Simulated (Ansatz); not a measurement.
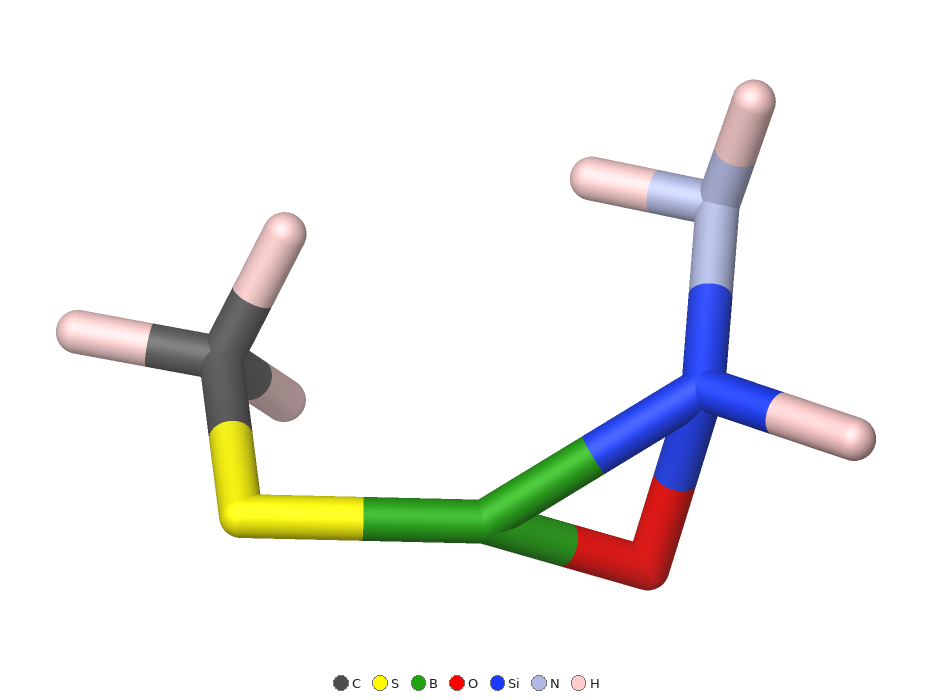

Starting geometry of the run.

The calculation was set up as follows.

```yaml
crystal:
  periodic: [false, false, false]
  atoms:
    - {symbol: C, position_ang: [-0.755000, -1.102400, 1.700600]}
    - {symbol: S, position_ang: [0.140000, 0.330600, 2.379300]}
    - {symbol: B, position_ang: [1.019800, 0.709900, 0.755600]}
    - {symbol: O, position_ang: [2.034200, 0.305100, -0.307700]}
    - {symbol: Si, position_ang: [0.826100, 1.184800, -1.168400]}
    - {symbol: N, position_ang: [-0.184200, 0.089400, -2.119400]}
    - {symbol: H, position_ang: [-0.091800, -1.820500, 1.269800]}
    - {symbol: H, position_ang: [-1.457800, -0.675300, 0.896000]}
    - {symbol: H, position_ang: [-1.397000, -1.506600, 2.540900]}
    - {symbol: H, position_ang: [1.539900, 2.253200, -1.854800]}
    - {symbol: H, position_ang: [-0.871800, 0.665100, -2.627700]}
    - {symbol: H, position_ang: [-0.725400, -0.488600, -1.430300]}
basis:
  gaussian: {orbitals: def2-SVP}
hamiltonian: {xc: pbe, dispersion: d4}
relax: {f_tol: 0.03, max_steps: 200}
```

Output (its end):

```
mean field -24038.25054345 eV, -883.3894137604 hartree, gradient 2.0e-5 eV, S^2 0.000000; 1 other end points of the search recorded, 0 dependent functions left out
the calculation of the forces begins
reference -24038.25058432 eV, -883.3894152624 hartree; 31, 31 occupied and 91, 91 virtual orbitals, 1376 factors
Total energy: -24038.53439060 eV, -883.3998449509 hartree
Atom 0 at    -0.845535    -1.055716     2.256144 Å, force    -0.006249    -0.000178    -0.001318 eV/Å
Atom 1 at     0.953022    -0.855459     1.946196 Å, force     0.001449    -0.002670     0.000649 eV/Å
Atom 2 at     0.941530     0.130065     0.448250 Å, force    -0.005020     0.004628     0.003599 eV/Å
Atom 3 at     1.937365     0.642134    -0.320311 Å, force     0.001269    -0.001615    -0.002394 eV/Å
Atom 4 at     0.351420     1.087895    -1.099992 Å, force    -0.001826    -0.003212     0.003141 eV/Å
Atom 5 at    -0.024507     0.412557    -2.635912 Å, force     0.001726     0.006258     0.000997 eV/Å
Atom 6 at    -1.113568    -2.127315     2.184931 Å, force     0.002737     0.009001     0.001139 eV/Å
Atom 7 at    -1.419943    -0.475186     1.509697 Å, force     0.003027    -0.005410     0.005823 eV/Å
Atom 8 at    -1.077555    -0.688684     3.274136 Å, force     0.002551    -0.001351    -0.009264 eV/Å
Atom 9 at     0.319128     2.575848    -1.253438 Å, force     0.000330    -0.001683     0.000241 eV/Å
Atom 10 at     0.209430     0.890158    -3.508854 Å, force     0.000686     0.001052    -0.002758 eV/Å
Atom 11 at    -0.153788    -0.591599    -2.766949 Å, force    -0.000679    -0.004819     0.000146 eV/Å
Dipole moment:    -0.504234    -0.126906    -0.355283 e Å
```
